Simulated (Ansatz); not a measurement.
# SVWN5/cc-pVDZ run of C3H4AlF (SMILES C#[C][Al]([CH3])[F])

What is the vertical ionisation energy of C3H4AlF at SVWN5/cc-pVDZ? 

The results are computed with Ansatz 0.2.0.

60 further runs of the same task are left out: 60 set aside as unsound or not needed.

## (1) The system as given

C3H4AlF has 9 atoms, charge 0, and is taken as a singlet. SMILES: `C#[C][Al]([CH3])[F]`. The shape is that of a PBE0-D4/def2-TZVP optimisation.

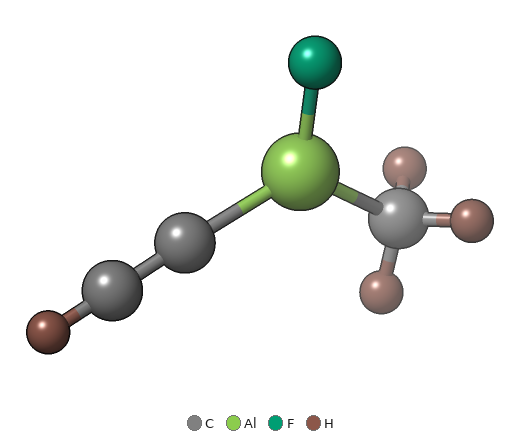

The structure, seen from a chosen angle (carbon grey, aluminium green, fluorine teal, hydrogen brown).

## (2) The energy at SVWN5/cc-pVDZ

Input file job.yaml:

```yaml
crystal:
  periodic: [false, false, false]
  atoms:
    - {symbol: C, position_ang: [0.214800, 2.769900, 0.344200]}
    - {symbol: C, position_ang: [0.305500, 1.631300, -0.055000]}
    - {symbol: Al, position_ang: [0.406600, -0.178300, -0.626600]}
    - {symbol: C, position_ang: [-0.438400, -1.662200, 0.274100]}
    - {symbol: F, position_ang: [1.286200, -0.460300, -1.993400]}
    - {symbol: H, position_ang: [0.139200, 3.776200, 0.690400]}
    - {symbol: H, position_ang: [-1.159600, -2.156900, -0.383600]}
    - {symbol: H, position_ang: [0.298900, -2.419800, 0.555700]}
    - {symbol: H, position_ang: [-0.964600, -1.346100, 1.177300]}
basis:
  gaussian:
    orbitals: cc-pVDZ
hamiltonian:
  xc: {name: SVWN5}
accuracy: high
output: {orbitals: {seedname: orbitals}}
```

Started as:

```sh
$ ansatz run job.yaml --threads 1 --pin off --max-ram 3480MiB --events-out events.jsonl --progress --plain --runs-dir runs
```

What it wrote:

```text
Warning: RAYON_NUM_THREADS=1 ignored (pool sized by the plan → 1); use --threads N
Functional definition: SVWN5
  name "SVWN5"
  exchange = slater_x
  correlation = vwn5_c
2085 factors; integrals over basis functions are off by at most 7.7e-9 eV
mean field evaluation 1: about -12399.8317 eV, gradient 7.7e1 eV
mean field evaluation 2: about -12379.2062 eV, gradient 1.2e2 eV
mean field evaluation 4: about -12414.1116 eV, gradient 1.5e1 eV
mean field evaluation 8: about -12414.5823 eV, gradient 1.8e-1 eV
mean field evaluation 16: about -12414.5824 eV, gradient 6.8e-6 eV
mean field -12414.58235904 eV, -456.2274867886 hartree, gradient 9.4e-8 eV, S^2 0.000000; 0 other end points of the search recorded, 0 dependent functions left out
reference -12414.58236309 eV, -456.2274869375 hartree; 22, 22 occupied and 72, 72 virtual orbitals, 2085 factors
Total energy: -12414.58236309 eV, -456.2274869375 hartree
```

Run time: 2.2 s. Hardware: 1 thread of AMD EPYC 9R45 (Zen 5), shared host; peak memory 0.25 GiB.

## (3) The doublet cation, same level

Input file in.yaml:

```yaml
basis:
  gaussian:
    orbitals: cc-pVDZ
crystal:
  periodic: [false, false, false]
  atoms:
    - {symbol: C, position_ang: [0.214800, 2.769900, 0.344200]}
    - {symbol: C, position_ang: [0.305500, 1.631300, -0.055000]}
    - {symbol: Al, position_ang: [0.406600, -0.178300, -0.626600]}
    - {symbol: C, position_ang: [-0.438400, -1.662200, 0.274100]}
    - {symbol: F, position_ang: [1.286200, -0.460300, -1.993400]}
    - {symbol: H, position_ang: [0.139200, 3.776200, 0.690400]}
    - {symbol: H, position_ang: [-1.159600, -2.156900, -0.383600]}
    - {symbol: H, position_ang: [0.298900, -2.419800, 0.555700]}
    - {symbol: H, position_ang: [-0.964600, -1.346100, 1.177300]}
total_charge: 1
magnetization:
  spin_polarized: true
  initial_magnetization: 1
hamiltonian:
  xc: {name: SVWN5}
accuracy: high
output: {orbitals: {seedname: orbitals}}
```

Started as:

```sh
$ ansatz run in.yaml --threads 1 --pin off --max-ram 3480MiB --events-out events.jsonl --progress --plain --runs-dir runs
```

What it wrote:

```text
Warning: RAYON_NUM_THREADS=1 ignored (pool sized by the plan → 1); use --threads N
[... 4 set-up lines as earlier in the session ...]
2084 factors; integrals over basis functions are off by at most 7.7e-9 eV
mean field evaluation 1: about -12383.4094 eV, gradient 6.9e1 eV
mean field evaluation 2: about -12193.9958 eV, gradient 1.9e2 eV
mean field evaluation 4: about -12396.9296 eV, gradient 3.8e1 eV
mean field evaluation 8: about -12404.2195 eV, gradient 2.9e0 eV
mean field evaluation 16: about -12404.3107 eV, gradient 1.6e-1 eV
mean field evaluation 32: about -12404.3110 eV, gradient 6.0e-8 eV
mean field evaluation 64: about -12404.0870 eV, gradient 3.2e-1 eV
mean field evaluation 96: about -12403.6287 eV, gradient 2.6e0 eV
mean field -12404.31097720 eV, -455.8500204681 hartree, gradient 1.3e-8 eV, S^2 0.751613; 6 other end points of the search recorded, 0 dependent functions left out
reference -12404.31098134 eV, -455.8500206204 hartree; 22, 21 occupied and 72, 73 virtual orbitals, 2084 factors
Total energy: -12404.31098134 eV, -455.8500206204 hartree
```

It took 6.6 s on 1 thread of AMD EPYC 9R45 (Zen 5), shared host; peak memory 0.31 GiB.

## (4) Results

At SVWN5/cc-pVDZ:

```
                                          quantity          value
                     singlet C3H4AlF: total energy  -456.22749 Eh
                      singlet C3H4AlF: HOMO energy       -7.09 eV
                      singlet C3H4AlF: LUMO energy       -2.12 eV
                    singlet C3H4AlF: HOMO–LUMO gap        4.97 eV
                      doublet cation: total energy  -455.85002 Eh
doublet cation: HOMO energy (highest over α and β)      -13.56 eV
 doublet cation: LUMO energy (lowest over α and β)      -13.37 eV
                              doublet cation: ⟨S²⟩          0.752
vertical ionisation energy (to the doublet cation)      10.271 eV
```

In words: The vertical ionisation energy comes to 10.27 eV (991 kJ/mol). −ε(HOMO) before ionisation, 7.09 eV, is 3.18 eV below this ionisation energy.
